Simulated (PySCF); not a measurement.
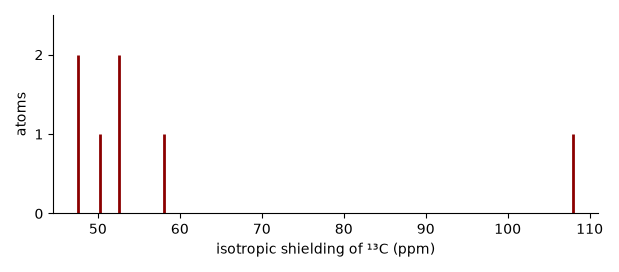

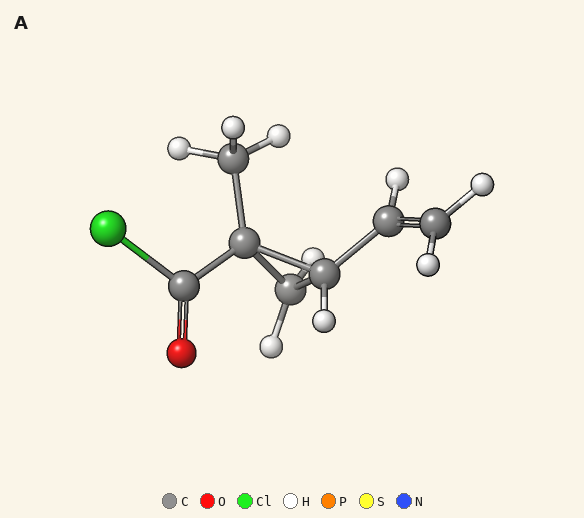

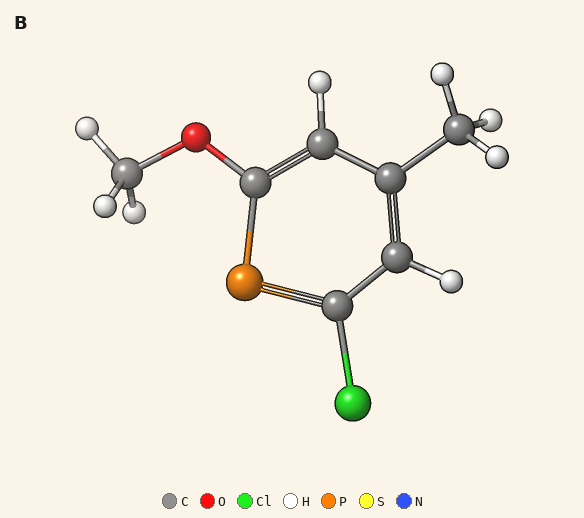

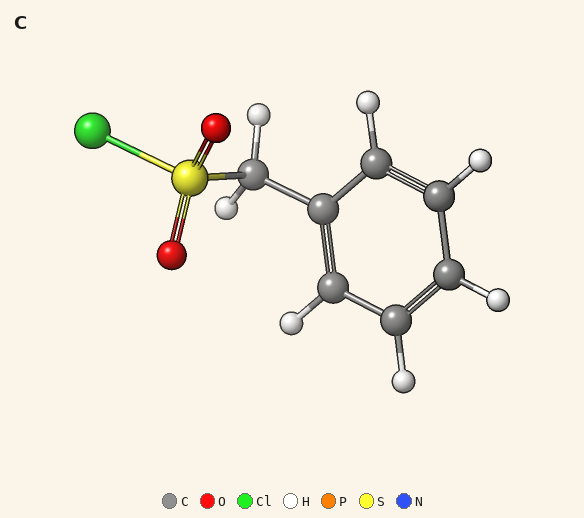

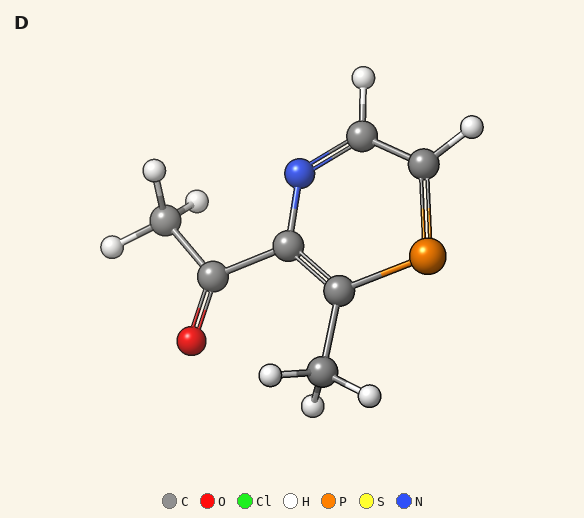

The sticks are computed shieldings of one of the molecules, for one fixed geometry (GFN2-xTB) without averaging over rotations. Low shielding means a high chemical shift. Method: GIAO PBE0/pcSseg-1 NMR shielding, non-relativistic, gas phase (PySCF 2.14.0).

Match the spectrum to a structure.

Answer. C, `O=S(=O)(Cl)Cc1ccccc1`. Its 7 C atoms give lines at 47.6 (2 atoms), 50.3, 52.6 (2 atoms), 58.1, 108.0 ppm.

The geometry is semi-empirical. Around P such bond lengths and angles can be off by a tenth of an ångström or more and by several degrees, and values that hang on the shape move with them.
